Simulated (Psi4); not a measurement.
# HF/def2-TZVPP (density fitting) run of GeHF (SMILES [F][GeH])

Aim: the vertical electron affinity of GeHF at HF/def2-TZVPP (density fitting), from 2 runs. 

The results are computed with Psi4 1.11.

12 further runs of the same task are left out: 4 for a known fault of the program, 3 that didn't finish, 5 set aside as unsound or not needed.

### Step 1. The system as given

The species is GeHF (3 atoms), meant as a singlet with charge 0. As SMILES, `[F][GeH]`. The coordinates come from a PBE0-D4/def2-TZVP relaxation.

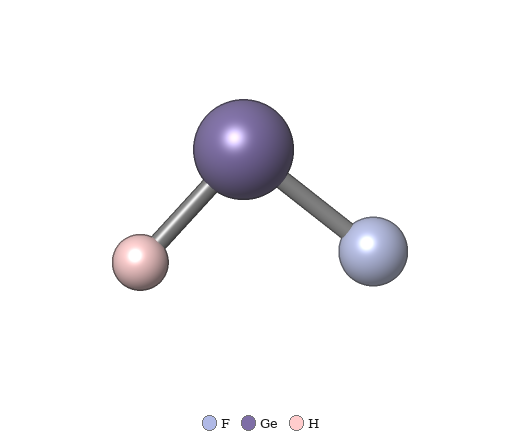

The structure, seen from a chosen angle (fluorine light blue, germanium purple, hydrogen pink).

### Step 2. A single-point energy at HF/def2-TZVPP (density fitting)

run.py reads:

```python
import psi4

psi4.set_memory('1600 MB')
psi4.set_num_threads(1)
psi4.core.set_output_file('psi4.out', False)

molecule = psi4.geometry("""
0 1
F      0.672100     1.012600     0.469700
Ge    -0.657900     0.195200    -0.335600
H     -0.025200    -1.272700    -0.147400
no_reorient
no_com
""")

options = {'basis': 'def2-TZVPP', 'scf_type': 'disk_df'}
psi4.set_options(options)

result = psi4.energy("hf")
print(f'total energy {result:.8f} hartree = {result * 27.211386:.5f} eV')
for k, v in sorted(psi4.core.scalar_variables().items()):
    print(f'{k:45s} {v:18.10f}')
```

On the command line:

```sh
$ python run.py
```

psi4.out:

```text
[...]
  Running in c1 symmetry.
[...]
  Nuclear repulsion =   99.212640357430828
[...]
  Multiplicity = 1
[...]
  Nalpha       = 21
  Nbeta        = 21
[...]
    Number of basis functions: 93
[...]
   @DF-RHF iter   1: -2174.38627847375710   -3.57969e+00   2.81609e-02 ADIIS/DIIS
[...]
   @DF-RHF iter   8: -2175.43810968102571   -1.41189e-07   7.69943e-07 DIIS
[...]
    Orbital Energies [Eh]
    ---------------------
    Doubly Occupied:
       1A   -405.272535     2A    -52.177699     3A    -46.265642
       4A    -46.263964     5A    -46.263116     6A    -26.252354
       7A     -7.221570     8A     -5.198421     9A     -5.193184
      10A     -5.189348    11A     -1.681950    12A     -1.672137
      13A     -1.667276    14A     -1.666233    15A     -1.660013
      16A     -1.523476    17A     -0.722908    18A     -0.628345
      19A     -0.613727    20A     -0.550129    21A     -0.360291
[...]
  @DF-RHF Final Energy: -2175.43810968102571
   => Energetics <=
    Nuclear Repulsion Energy =             99.2126403574308284
    One-Electron Energy =               -3233.2129287586080864
    Two-Electron Energy =                 958.5621787201514508
    Total Energy =                      -2175.4381096810257077
[...]
 Multipole Moments:
 ------------------------------------------------------------------------------------
     Multipole            Electronic (a.u.)      Nuclear  (a.u.)        Total (a.u.)
 ------------------------------------------------------------------------------------
 L = 1.  Multiply by 2.5417464519 to convert [e a0] to [Debye]
 Dipole X            :         27.7747141          -28.4008829           -0.6261688
 Dipole Y            :        -27.0177861           26.6207609           -0.3970252
 Dipole Z            :         12.2038355          -12.5842532           -0.3804177
 Magnitude           :                                                    0.8333271
[...]
```

On the terminal:

```text
total energy -2175.43810968 hartree = -59196.68612 eV
CURRENT ENERGY                                  -2175.4381096810
CURRENT REFERENCE ENERGY                        -2175.4381096810
DD SOLVATION ENERGY                                 0.0000000000
HF KINETIC ENERGY                                2175.3045597549
HF POTENTIAL ENERGY                             -4350.7426694360
HF TOTAL ENERGY                                 -2175.4381096810
HF VIRIAL RATIO                                     2.0000613937
NUCLEAR REPULSION ENERGY                           99.2126403574
ONE-ELECTRON ENERGY                             -3233.2129287586
PCM POLARIZATION ENERGY                             0.0000000000
PE ENERGY                                           0.0000000000
SCF ITERATION ENERGY                            -2175.4381096810
SCF ITERATIONS                                      8.0000000000
SCF TOTAL ENERGY                                -2175.4381096810
TWO-ELECTRON ENERGY                               958.5621787202
```

Run time: 1.5 s. Hardware: 1 thread of Intel Xeon 6975P-C (Granite Rapids), shared host; peak memory 0.25 GiB.

### Step 3. The doublet anion

job.json reads:

```json
{
  "schema_name": "qcschema_input",
  "schema_version": 1,
  "molecule": {
    "schema_name": "qcschema_molecule",
    "schema_version": 2,
    "symbols": ["F", "Ge", "H"],
    "geometry": [1.27008493, 1.91353667, 0.88760436, -1.24325082, 0.36887454, -0.63419209, -0.0476211, -2.40505444, -0.27854563],
    "molecular_charge": -1,
    "molecular_multiplicity": 2,
    "fix_com": true,
    "fix_orientation": true
  },
  "driver": "energy",
  "model": {
    "method": "scf",
    "basis": "def2-TZVPP"
  },
  "keywords": {
    "reference": "uhf",
    "scf_type": "disk_df"
  }
}
```

On the command line:

```sh
$ psi4 --qcschema job.json -n 1 --memory 1600MB
```

stdout:

```text
[...]
  Running in c1 symmetry.
[...]
  Nuclear repulsion =   99.212640339823849
[...]
  Multiplicity = 2
[...]
  Nalpha       = 22
  Nbeta        = 21
[...]
    Number of basis functions: 93
[...]
   @DF-UHF iter   1: -2174.13392626840323   -3.32733e+00   2.94936e-02 DIIS/ADIIS
[...]
   @DF-UHF iter  11: -2175.44761186870528   -8.50423e-08   6.10760e-07 DIIS
[...]
   @S^2 Observed:                7.734539280E-01
[...]
    Orbital Energies [Eh]
    ---------------------
    Alpha Occupied:
       1A   -404.973468     2A    -51.879403     3A    -45.968346
       4A    -45.966361     5A    -45.965525     6A    -26.009659
       7A     -6.924863     8A     -4.902726     9A     -4.898557
      10A     -4.894724    11A     -1.392496    12A     -1.372998
      13A     -1.371777    14A     -1.367618    15A     -1.367401
      16A     -1.284574    17A     -0.488782    18A     -0.399378
      19A     -0.393714    20A     -0.314382    21A     -0.118165
      22A     -0.030798
    Alpha Virtual:
      23A      0.329067    24A      0.369262    25A      0.474924
[...]
  @DF-UHF Final Energy: -2175.44761186870528
   => Energetics <=
    Nuclear Repulsion Energy =             99.2126403398238494
    One-Electron Energy =               -3244.9182563191284316
    Two-Electron Energy =                 970.2580041105993587
    Total Energy =                      -2175.4476118687052804
  UHF NO Occupations:
  HONO-2 :   20  A 1.9996240
  HONO-1 :   21  A 1.9888054
[...]
 Multipole Moments:
 ------------------------------------------------------------------------------------
     Multipole            Electronic (a.u.)      Nuclear  (a.u.)        Total (a.u.)
 ------------------------------------------------------------------------------------
 L = 1.  Multiply by 2.5417464519 to convert [e a0] to [Debye]
 Dipole X            :         28.9521891          -28.4008830            0.5513061
 Dipole Y            :        -27.1498861           26.6207609           -0.5291252
 Dipole Z            :         12.8272972          -12.5842533            0.2430439
 Magnitude           :                                                    0.8018617
[...]
```

The result, in JSON:

```text
{
 "driver": "energy",
 "model": {
  "method": "scf",
  "basis": "def2-TZVPP"
 },
 "success": true,
 "return_result": -2175.4476118687053,
 "properties": {
  "calcinfo_nbasis": 93,
  "calcinfo_nmo": 93,
  "calcinfo_nalpha": 22,
  "calcinfo_nbeta": 21,
  "calcinfo_natom": 3,
  "nuclear_repulsion_energy": 99.21264033982385,
  "return_energy": -2175.4476118687053,
  "scf_one_electron_energy": -3244.9182563191284,
  "scf_two_electron_energy": 970.2580041105994,
  "scf_dipole_moment": [0.5513060843086208, -0.5291251960716821, 0.24304391565802597],
  "scf_total_energy": -2175.4476118687053,
  "scf_iterations": 11
 }
}
```

It took 1.9 s on 1 thread of Intel Xeon 6975P-C (Granite Rapids), shared host; peak memory 0.25 GiB.

### Step 4. What came out

Level: HF/def2-TZVPP (density fitting).

| quantity | value |
| --- | --- |
| singlet GeHF: total energy | -2175.43811 Eh |
| singlet GeHF: dipole moment | 2.12 D |
| singlet GeHF: HOMO energy | -9.80 eV |
| singlet GeHF: LUMO energy | 0.29 eV |
| singlet GeHF: HOMO–LUMO gap | 10.09 eV |
| doublet anion: total energy | -2175.44761 Eh |
| doublet anion: HOMO energy (highest over α and β) | -0.84 eV |
| doublet anion: LUMO energy (lowest over α and β) | 8.18 eV |
| doublet anion: ⟨S²⟩ | 0.773 |
| vertical electron affinity (to the doublet anion) | 0.259 eV |

In words: At fixed nuclei the extra electron is bound by 0.26 eV (24.9 kJ/mol). The basis has no diffuse functions, so the error can be as large as this value.
